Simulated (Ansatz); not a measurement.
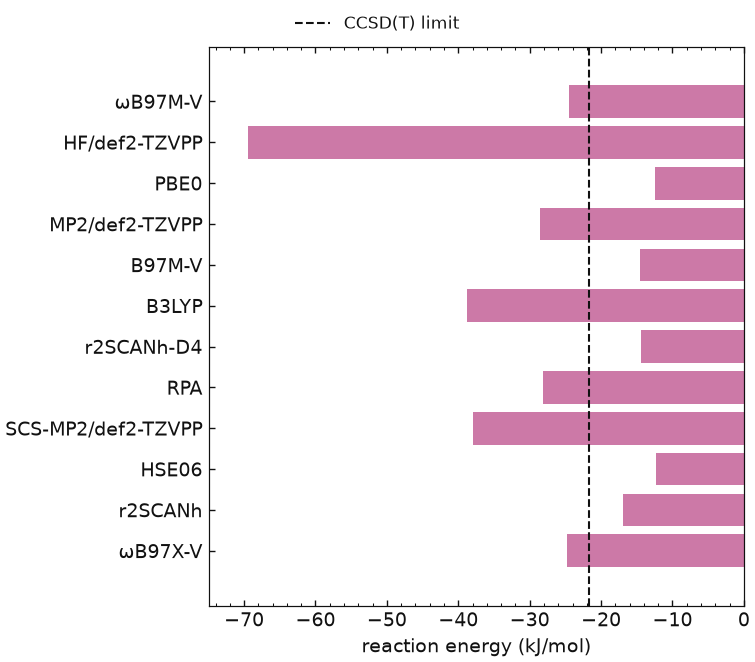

Electronic reaction energy of AlSi₃H₉ ([AlH2][SiH2][SiH2][SiH3]) + NH₃ (N) → SiNH₅ (N[SiH3]) + AlSi₂H₇ ([AlH2][SiH2][SiH3]) (SMILES in brackets) at several levels (functionals in def2-TZVPP unless a basis is named), isolated molecules at PBE0-D4 triple-zeta geometries, minima by their frequencies, no zero-point or thermal terms, the Ansatz code. The line is frozen-core CCSD(T) at the basis limit (MP2 extrapolated from triple and quadruple zeta, plus CCSD(T) less MP2 in a smaller set). RPA holds a correlation term that converges slowly with the basis, so part of the distance to the limit is basis error. No dispersion term is added to PBE0, B3LYP, HSE06 and r2SCANh. The distance of MP2/def2-TZVPP and SCS-MP2/def2-TZVPP to the limit includes basis error.

### What do zero-point energy and temperature add?

Zero-point change −6.0 kJ/mol; at 298.15 K and 1 bar the CCSD(T) limit plus thermal terms gives an enthalpy of reaction of −28.6 and a free energy of −40.4 kJ/mol (harmonic PBE0-D4 modes, ideal gas).

### Give the values.

| level | kJ/mol | less CCSD(T) limit |
| --- | --- | --- |
| ωB97M-V | −24.5 | −2.8 |
| HF/def2-TZVPP | −69.4 | −47.7 |
| PBE0 | −12.5 | 9.2 |
| MP2/def2-TZVPP | −28.6 | −6.9 |
| B97M-V | −14.6 | 7.1 |
| B3LYP | −38.8 | −17.1 |
| r2SCANh-D4 | −14.5 | 7.2 |
| RPA | −28.1 | −6.4 |
| SCS-MP2/def2-TZVPP | −37.9 | −16.2 |
| HSE06 | −12.4 | 9.3 |
| r2SCANh | −17.0 | 4.7 |
| ωB97X-V | −24.8 | −3.1 |
| CCSD(T) limit | −21.7 | 0.0 |

Caveats: one conformer of each flexible molecule.
